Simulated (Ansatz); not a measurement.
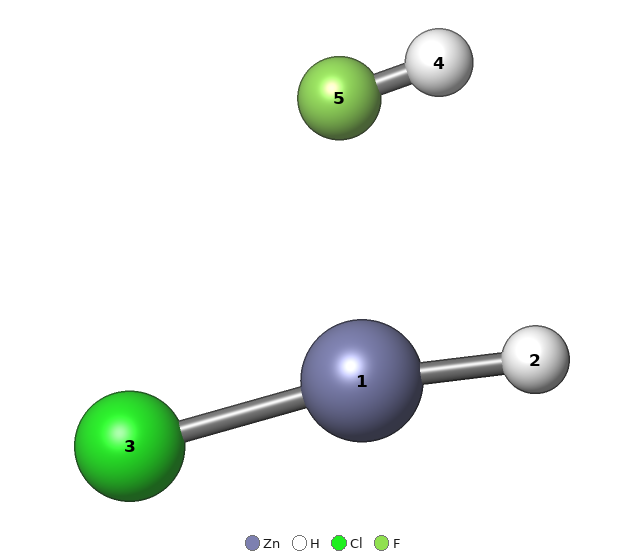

The atoms are numbered. The geometry was computed by an optimisation with PBE0-D4/def2-TZVP.

List the bonds and their lengths.

```csv
bond,length (Å)
Zn1–H2,1.532
Zn1–Cl3,2.109
H4–F5,0.925
```
